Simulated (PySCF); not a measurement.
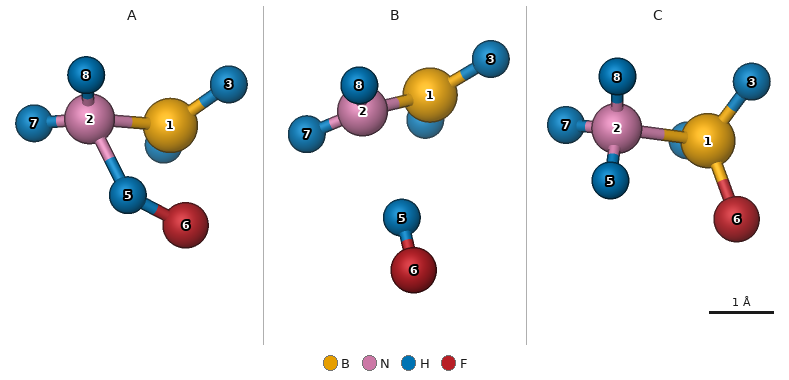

Three geometries of BNH$_{5}$F: a saddle point and the two relaxed ends that it joins, in shuffled order. The picture is a ball-and-stick view, seen at a tilt. Sticks join atoms that are closer than about 1.2 times the sum of their covalent radii (a little more with hydrogen).

Stationary points at PBE0-D4/def2-TZVP, single-point energies with CCSD(T)/CBS, CCSD(T), B3LYP-D4, BHLYP-D4, wB97M-V, SPW92 (LDA) (def2-TZVPP where no basis is named; PySCF 2.14.0). The energies are electronic, without zero-point or thermal terms, and both ends are the relaxed geometries reached downhill from the saddle, with any fragments still in contact. CCSD(T)/CBS stands for a frozen-core estimate: MP2 correlation extrapolated from def2-TZVPP and def2-QZVPP, CCSD(T) minus MP2 from the smaller set.

> Which frame is the transition state, what reaction does it lead through, and what barrier is to be expected?

Frame A is the saddle point. Counted by bonded pieces, B holds BH₄N + HF and C holds BH₅NF. From B over the saddle to C, bonds form: B–F (3.36 → 1.79 → 1.40 Å), H–N (1.90 → 1.39 → 1.02 Å). A bond breaks: F–H (0.94 → 1.08 → 2.30 Å). Bonds that stay but change much: B–N (1.40 → 1.51 → 1.68 Å). The saddle has one imaginary mode, 726i cm⁻¹. The end C keeps a soft imaginary mode of 185i cm⁻¹, so it isn't quite a minimum. With CCSD(T)/CBS the barrier is 16.6 kcal/mol from B and 31.6 kcal/mol from C, and C lies 15.0 kcal/mol below B.

```csv
level,barrier from B (kcal/mol),barrier from C (kcal/mol),C less B (kcal/mol)
CCSD(T)/CBS,16.6,31.6,−15.0
CCSD(T),15.9,31.9,−15.9
B3LYP-D4,16.2,30.7,−14.5
BHLYP-D4,18.4,34.2,−15.8
wB97M-V,14.4,30.6,−16.2
SPW92 (LDA),4.7,24.5,−19.9
```

Against CCSD(T)/CBS, B3LYP-D4 comes closest on the barrier from B (−0.4 kcal/mol) and SPW92 (LDA) misses most (−12.0 kcal/mol).
